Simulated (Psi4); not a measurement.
# C2F4O (trifluoroacetyl fluoride) at M06-L/cc-pVDZ

What is the vertical ionisation energy of C2F4O (trifluoroacetyl fluoride) at M06-L/cc-pVDZ? 

The results are computed with Psi4 1.11.

## (1) The structure to begin with

The species is C2F4O (7 atoms), meant as a singlet with charge 0. SMILES: `O=C(F)C(F)(F)F`. The coordinates come from a PBE0-D4/def2-TZVP relaxation.

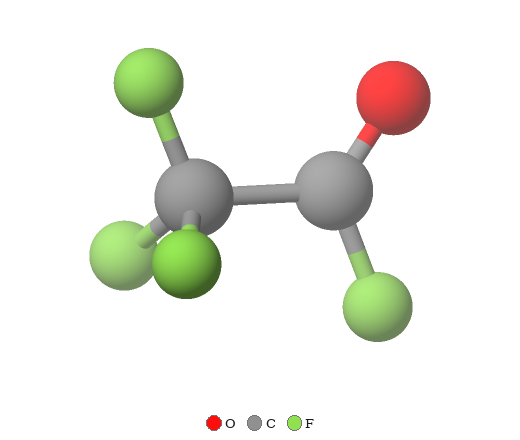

The structure, seen from a chosen angle (oxygen red, carbon grey, fluorine green).

## (2) A single-point energy at M06-L/cc-pVDZ

Input file job.dat:

```
memory 2.2 GB

molecule molecule1 {
  0 1
  O      1.061180    -1.396170     0.701140
  C      0.088980    -0.798110     0.435150
  F     -1.136840    -1.201010     0.739860
  C      0.018150     0.551850    -0.306440
  F     -0.697880     0.418270    -1.418740
  F     -0.564330     1.461580     0.468830
  F      1.230750     0.963590    -0.619810
  symmetry c1
  no_reorient
  no_com
}

set globals {
  basis                cc-pVDZ
  puream               true
  e_convergence        1e-09
  d_convergence        1e-08
  scf_type             pk
  dft_radial_points    99
  dft_spherical_points 590
}

e_tot, wfn = energy("m06-l", return_wfn=True)
oeprop(wfn, "WIBERG_LOWDIN_INDICES", "MULLIKEN_CHARGES", "QUADRUPOLE", title="M06-L")
```

On the command line:

```sh
$ psi4 job.dat job.out -n 1
```

job.out:

```text
[...]
  Running in c1 symmetry.
[...]
  Nuclear repulsion =  336.982269552340540
[...]
  Multiplicity = 1
[...]
  Nalpha       = 28
  Nbeta        = 28
[...]
    Number of basis functions: 98
[...]
   @RKS iter   1:  -550.63419236701077   -1.06727e-01   6.70174e-03 ADIIS/DIIS
[...]
   @RKS iter  13:  -550.77849151169437   -1.13687e-13   2.38665e-09 DIIS
[...]
    Orbital Energies [Eh]
    ---------------------
    Doubly Occupied:
       1A    -24.577480     2A    -24.574542     3A    -24.574309
       4A    -24.574297     5A    -19.034825     6A    -10.337891
       7A    -10.256722     8A     -1.332753     9A     -1.275213
      10A     -1.247317    11A     -1.245840    12A     -1.090804
      13A     -0.746558    14A     -0.642197    15A     -0.592008
      16A     -0.588159    17A     -0.577696    18A     -0.495092
      19A     -0.485050    20A     -0.452384    21A     -0.449004
      22A     -0.445784    23A     -0.415796    24A     -0.413813
      25A     -0.391853    26A     -0.381506    27A     -0.378037
      28A     -0.308175
[...]
  @RKS Final Energy:  -550.77849151169437
   => Energetics <=
    Nuclear Repulsion Energy =            336.9822695523405400
    One-Electron Energy =               -1432.2417165169736109
    Two-Electron Energy =                 605.8130036715049300
    DFT Exchange-Correlation Energy =     -61.3320482185661788
    Empirical Dispersion Energy =           0.0000000000000000
    VV10 Nonlocal Energy =                  0.0000000000000000
    Total Energy =                       -550.7784915116943694
[...]
 Multipole Moments:
 ------------------------------------------------------------------------------------
     Multipole            Electronic (a.u.)      Nuclear  (a.u.)        Total (a.u.)
 ------------------------------------------------------------------------------------
 L = 1.  Multiply by 2.5417464519 to convert [e a0] to [Debye]
 Dipole X            :          2.4045824           -2.6125086           -0.2079262
 Dipole Y            :         -3.8820306            4.0344708            0.1524402
 Dipole Z            :          1.9839436           -2.0548126           -0.0708690
 Magnitude           :                                                    0.2673831
 L = 2.  Multiply by 1.3450342976 to convert [e a0^2] to [Debye ang]
 Quadrupole XX       :       -176.3450257          148.4570407          -27.8879850
 Quadrupole XY       :         -1.5751122            2.4729984            0.8978862
[...]
  Mulliken Charges: (a.u.)
   Center  Symbol    Alpha    Beta     Spin     Total
       1     O     4.09125  4.09125  0.00000 -0.18250
       2     C     2.86029  2.86029  0.00000  0.27942
       3     F     4.58078  4.58078  0.00000 -0.16157
       4     C     2.70020  2.70020  0.00000  0.59960
       5     F     4.59181  4.59181  0.00000 -0.18362
       6     F     4.59185  4.59185  0.00000 -0.18369
       7     F     4.58382  4.58382  0.00000 -0.16764
   Total alpha = 28.00000, Total beta = 28.00000, Total charge = -0.00000
  Wiberg Bond Indices using Orthogonal Lowdin Orbitals:
[...]
```

It took 25 s on 1 thread of Intel Xeon 6975P-C (Granite Rapids), shared host; peak memory 1.2 GiB.

## (3) The doublet cation: energy and gradient at UM06-L/cc-pVDZ

Input file input.dat:

```
memory 2.2 GB

molecule mol {
  1 2
  O      1.061180    -1.396170     0.701140
  C      0.088980    -0.798110     0.435150
  F     -1.136840    -1.201010     0.739860
  C      0.018150     0.551850    -0.306440
  F     -0.697880     0.418270    -1.418740
  F     -0.564330     1.461580     0.468830
  F      1.230750     0.963590    -0.619810
  units angstrom
  symmetry c1
  no_reorient
  no_com
}

set {
  basis                cc-pVDZ
  reference            uks
  puream               true
  e_convergence        1e-09
  d_convergence        1e-08
  scf_type             pk
  dft_radial_points    99
  dft_spherical_points 590
  maxiter              100
}

E, wfn = gradient("m06-l", return_wfn=True)
```

On the command line:

```sh
$ psi4 input.dat output.dat -n 1
```

output.dat, cut to the lines that bear on the results:

```text
[...]
  Running in c1 symmetry.
[...]
  Nuclear repulsion =  336.982269552340540
[...]
  Multiplicity = 2
[...]
  Nalpha       = 28
  Nbeta        = 27
[...]
    Number of basis functions: 98
[...]
   @UKS iter   1:  -550.22947624586197    2.97989e-01   5.25041e-03 ADIIS/DIIS
[...]
   @UKS iter  16:  -550.32640703708773   -7.95808e-13   7.42833e-09 DIIS
[...]
   @S^2 Observed:                7.550591391E-01
[...]
  @UKS Final Energy:  -550.32640703708773
   => Energetics <=
    Nuclear Repulsion Energy =            336.9822695523405400
    One-Electron Energy =               -1416.5899554927605095
    Two-Electron Energy =                 590.1073042145035288
    DFT Exchange-Correlation Energy =     -60.8260253111712501
    Empirical Dispersion Energy =           0.0000000000000000
    VV10 Nonlocal Energy =                  0.0000000000000000
    Total Energy =                       -550.3264070370877334
[...]
 Multipole Moments:
 ------------------------------------------------------------------------------------
     Multipole            Electronic (a.u.)      Nuclear  (a.u.)        Total (a.u.)
 ------------------------------------------------------------------------------------
 L = 1.  Multiply by 2.5417464519 to convert [e a0] to [Debye]
 Dipole X            :          2.7274154           -2.6125086            0.1149068
 Dipole Y            :         -4.7685045            4.0344708           -0.7340337
 Dipole Z            :          2.4527790           -2.0548126            0.3979664
 Magnitude           :                                                    0.8428442
[...]
  -Total Gradient:
     Atom            X                  Y                   Z
    ------   -----------------  -----------------  -----------------
       1       -0.040257732460     0.013514565155    -0.004784787303
       2        0.086143347316     0.024962103608    -0.019580222540
       3       -0.032041008668    -0.011885856779     0.008708969153
       4       -0.012586367462    -0.081667593026     0.046001848068
       5       -0.003552050772     0.018484759448    -0.016006916104
       6       -0.002886259585     0.023577692250    -0.006779143437
       7        0.005219345224     0.012928932424    -0.007501560494
[...]
```

Wall time 53 s (1 thread of Intel Xeon 6975P-C (Granite Rapids), shared host); peak memory 1.1 GiB.

## (4) What came out

At M06-L/cc-pVDZ:

| quantity | value |
| --- | --- |
| singlet C2F4O: total energy | -550.77849 Eh |
| singlet C2F4O: dipole moment | 0.68 D |
| singlet C2F4O: HOMO energy | -8.39 eV |
| singlet C2F4O: LUMO energy | -2.29 eV |
| singlet C2F4O: HOMO–LUMO gap | 6.09 eV |
| doublet cation: total energy | -550.32641 Eh |
| doublet cation: HOMO energy (highest over α and β) | -17.15 eV |
| doublet cation: LUMO energy (lowest over α and β) | -16.03 eV |
| doublet cation: ⟨S²⟩ | 0.755 |
| doublet cation: largest force on an atom | 4.863 eV/Å |
| vertical ionisation energy (to the doublet cation) | 12.302 eV |

In words: Removing an electron at fixed nuclei costs 12.30 eV (1187 kJ/mol). The negative HOMO energy of the first species, 8.39 eV, lies 3.92 eV below that difference.
